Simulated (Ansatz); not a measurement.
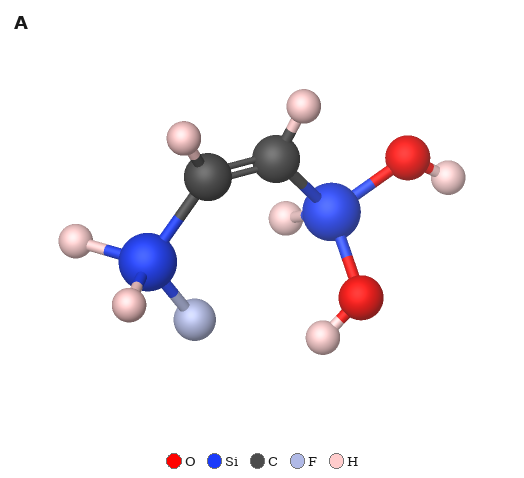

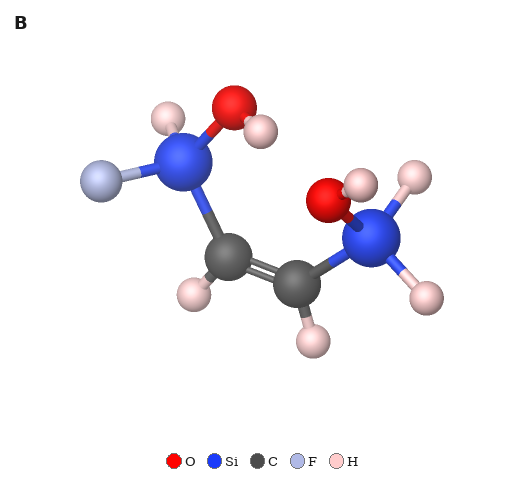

2 stationary structures of one formula. Geometries: PBE0-D4/def2-TZVP. Electronic energies: PBE0-D4/def2-TZVP (Ansatz 0.2.0), without zero-point energy. No frequency run is at hand to confirm each as a minimum. Each is one conformer, not always the lowest.

### How are they related?

They are constitutional isomers of C2H7FO2Si2: A `O[SiH](O)/C=C\[SiH2]F`, B `O[SiH2]/C=C\[Si@H](O)F`.

### Which is lowest in energy, and by how much?

B is lowest; A lies 10.0 kJ/mol above it.
